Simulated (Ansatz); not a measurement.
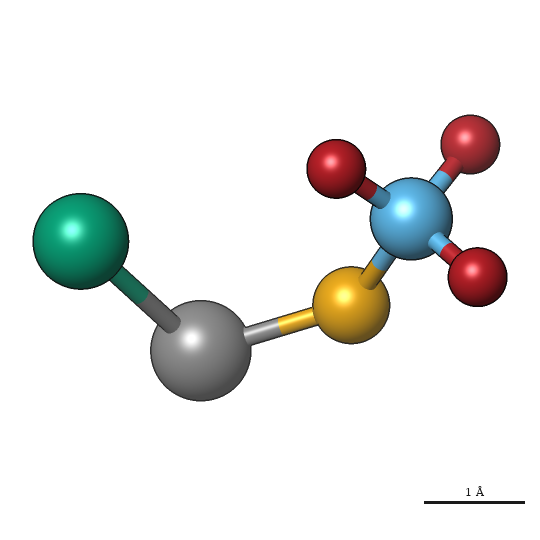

The picture shows a molecular structure as a ball-and-stick model. Colours: carbon blue, oxygen orange, silicon grey, chlorine teal, hydrogen red.

Describe the molecule.

It has 7 atoms: 1 carbon, 3 hydrogen, 1 chlorine, 1 oxygen and 1 silicon (CH₃ClOSi). Its SMILES string is `CO[Si]Cl`. It has no ring. Among its groups: Si–O bond. The point group is Cs. Coordination: 1 C tetrahedral; 1 O bent; 1 Si bent.

More results for the same structure follow; atom numbers are the same in all pictures, views and colours differ. The computed structure is the end point of a PBE0-D4/def2-TZVP optimisation.

**Charges**

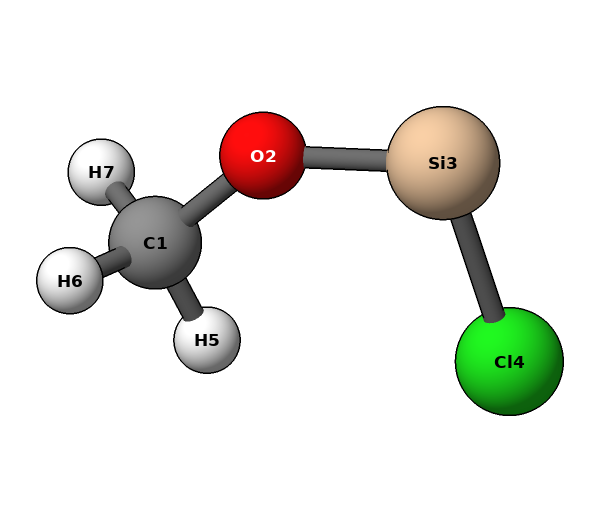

The questions are on Mulliken charges. Method: RKS B3LYP-D4/def2-TZVPP (Ansatz 0.2.0).

List the Mulliken charges.

```json
{"atom": "C1", "value (e)": "−0.11"}
{"atom": "O2", "value (e)": "−0.29"}
{"atom": "Si3", "value (e)": "0.37"}
{"atom": "Cl4", "value (e)": "−0.29"}
{"atom": "H5", "value (e)": "0.10"}
{"atom": "H6", "value (e)": "0.11"}
{"atom": "H7", "value (e)": "0.11"}
```

**Dipole moment**

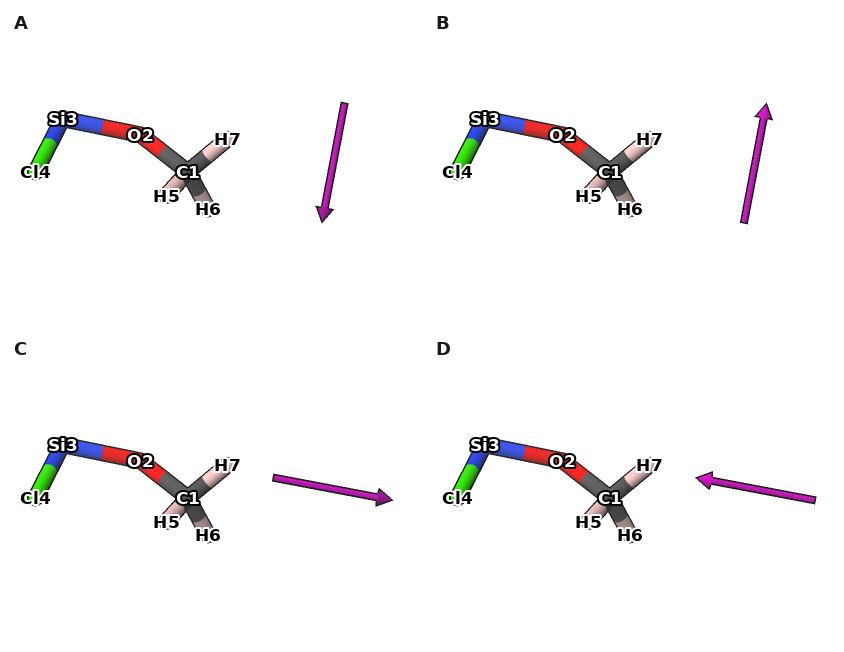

The same molecule four times, each with an arrow. Properties computed with RKS PBE-D4/def2-TZVPP (Ansatz 0.2.0).

Which arrow points along the dipole moment, from the negative to the positive end?

Answer. C. The dipole moment is 1.79 D; it points from the side of Cl4 to the side of H6, H7 (the outermost atoms at the two ends).

**Thermal motion**

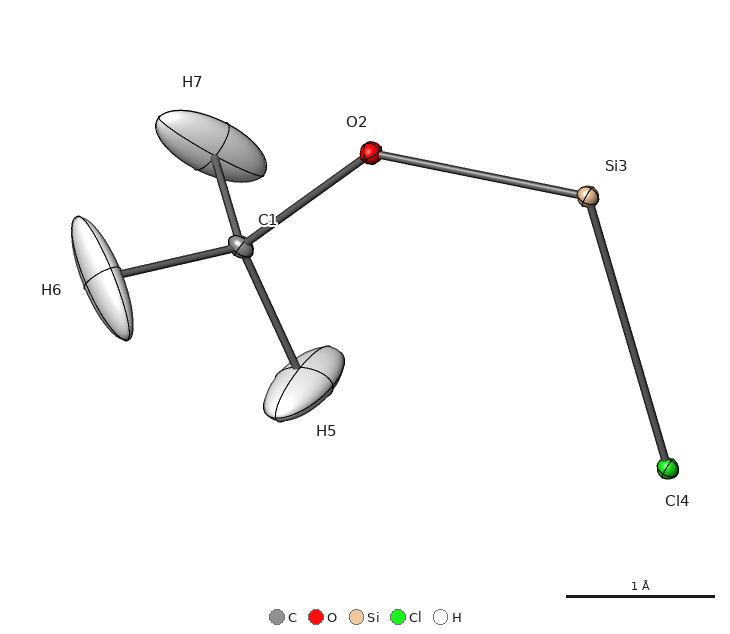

Displacement ellipsoids at the 50 % level, from the internal vibrations of the free molecule (harmonic, no overall translation or rotation; no half-axis is drawn under 0.075 Å). Vibrations computed with RKS PBE0-D4/def2-TZVP (Ansatz 0.2.0). Temperature: 0 K (zero-point motion alone).

Give the displacement parameters, one line for each set of equivalent atoms.

| atom | U_eq (Å²) | rms amplitudes (Å) |
| --- | --- | --- |
| C1 | 0.0019 | 0.032, 0.032, 0.061 |
| O2 | 0.0020 | 0.027, 0.045, 0.056 |
| Si3 | 0.00073 | 0.024, 0.025, 0.031 |
| Cl4 | 0.00057 | 0.012, 0.019, 0.034 |
| H5 | 0.0380 | 0.084, 0.141, 0.295 |
| H6, H7 | 0.0372 | 0.081, 0.128, 0.298 |

Mulliken values depend strongly on the basis set and can even reverse the polarity of a bond.
